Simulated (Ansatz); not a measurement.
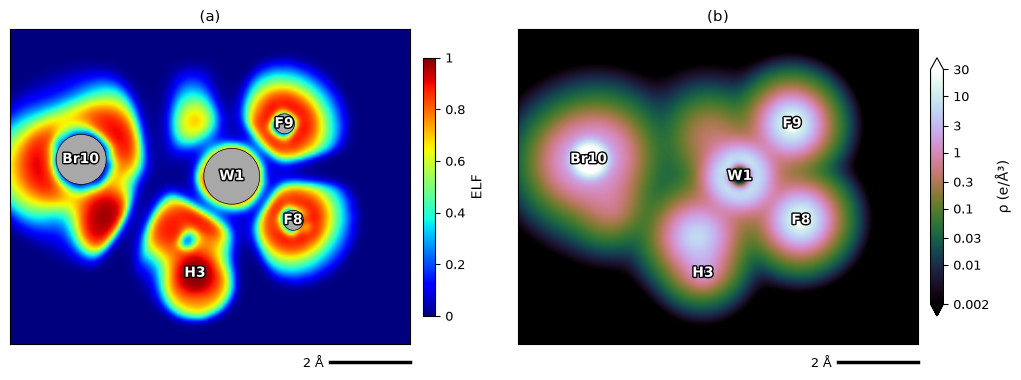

Figure. ClF₂H₃O₂W···HBr. (a) electron localisation function; (b) electron density on the plane of atoms F8, W1 and F9. Grey discs cover the atomic cores in the ELF map.

Core potentials replace the inner electrons of W; not at a stationary point (largest force 1.9 eV/Å).

These are results of RHF/def2-SVP in Ansatz 0.2.0, not measurements.

```json
{"atom": "W", "x (Å)": "-0.1196", "y (Å)": "-0.4825", "z (Å)": "-0.0227"}
{"atom": "O", "x (Å)": "-0.5332", "y (Å)": "-0.4829", "z (Å)": "1.8396"}
{"atom": "H", "x (Å)": "-1.1349", "y (Å)": "-1.0710", "z (Å)": "2.2806"}
{"atom": "O", "x (Å)": "1.4091", "y (Å)": "0.4178", "z (Å)": "0.3725"}
{"atom": "H", "x (Å)": "1.8755", "y (Å)": "1.2436", "z (Å)": "0.3350"}
{"atom": "H", "x (Å)": "-0.5316", "y (Å)": "0.9568", "z (Å)": "-0.7447"}
{"atom": "Cl", "x (Å)": "-2.4129", "y (Å)": "-0.5464", "z (Å)": "-0.4988"}
{"atom": "F", "x (Å)": "-0.2546", "y (Å)": "-2.3691", "z (Å)": "-0.0177"}
{"atom": "F", "x (Å)": "0.5569", "y (Å)": "-0.8450", "z (Å)": "-1.7151"}
{"atom": "Br", "x (Å)": "-0.4778", "y (Å)": "2.8615", "z (Å)": "1.7175"}
{"atom": "H", "x (Å)": "-0.4900", "y (Å)": "1.6167", "z (Å)": "2.5329"}
```

Q: Interpret the plot.

A:
- Atoms in the plane: W, H, F and Br.
- W–F (1.86 Å): ρ at the midpoint is about 1.1 e/Å³; the ELF peaks at about 0.85 in the valence shell of F, 0.5 Å from its nucleus, and drops to about 0.25 between the two atoms.
- The ELF also peaks beside Br10, away from the bonds: lone-pair regions.
